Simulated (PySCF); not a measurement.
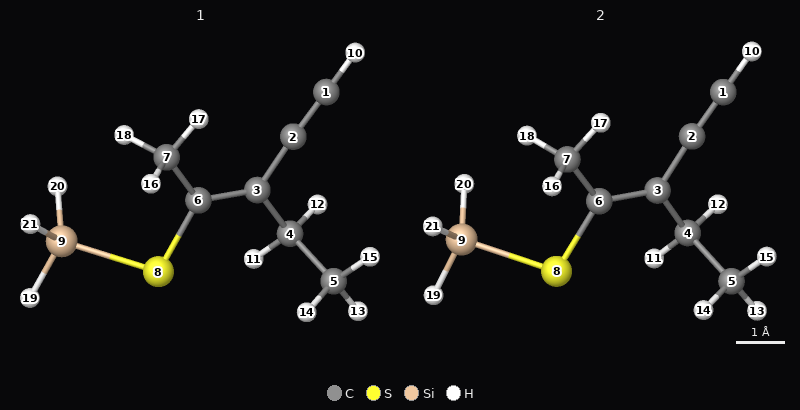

Two geometries of C7H12SSi, drawn at one scale. One is the start of a relaxation, the other its converged end. The picture is a ball-and-stick view, seen at a tilt.

Computed with PySCF 2.14.0, density-fitted response routines, PBE0-D3(BJ)/def2-SVP geometry optimisation, gas phase. 

Q: Which one is relaxed?

A: Structure 1 is the relaxed one. The start comes from GFN2-xTB. Its atoms were then displaced at random by about 0.01 Å. The atom that moves furthest after the best rigid fit is H20 (0.16 Å). Largest moves by element: H 0.16 Å, C 0.13 Å, Si 0.06 Å, S 0.04 Å. Among the contacts that change: Si9–H20 1.444 → 1.493 Å, C1–C2 1.172 → 1.215 Å, C5–H14 1.064 → 1.101 Å, C4–H11 1.067 → 1.101 Å. Bond angles that change, for instance: S8–Si9–H21 108.5° → 113.0°, C3–C4–H11 113.1° → 108.7°, H19–Si9–H20 114.5° → 110.6°. After 7 geometry steps the energy has fallen by 31.8 kJ/mol. The run took 3.5 min on 1 thread of AMD EPYC 7R43 64-Core Processor (shared host).
